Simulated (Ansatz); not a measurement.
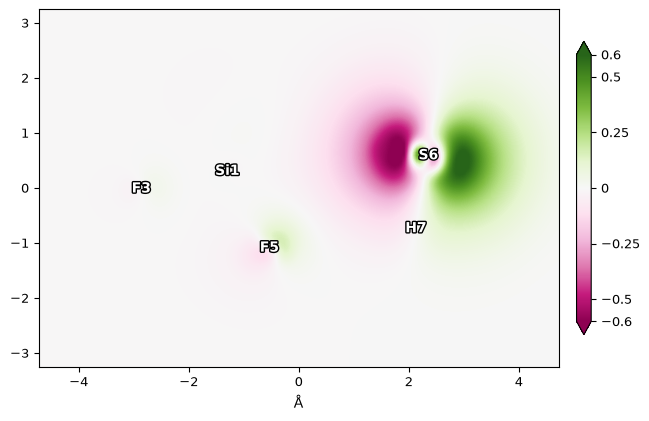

Figure 1: ClF₃Si···H₂S. The HOMO on the plane of atoms F3, Si1 and F5 (values in Å⁻³ᐟ²; the overall sign is arbitrary).

Level of theory: RKS PBE0-D4/def2-SVP (Ansatz).

```xyz
8

Si    0.3862    0.0781   -0.0468
Cl    0.5466    0.1008    1.9601
F     1.8401   -0.0917   -0.6787
F    -0.2251    1.4316   -0.6119
F    -0.4846   -1.1637   -0.5407
S    -3.1209    0.1713    1.0235
H    -3.0118   -0.9971    0.3576
H    -2.7674   -0.4021    2.1926
```

Where does this orbital lie, and at what energy?

By Hirshfeld shares it lies mainly on S6 (about 90 %); largely a lone pair of S6. Its energy is −7.53 eV.
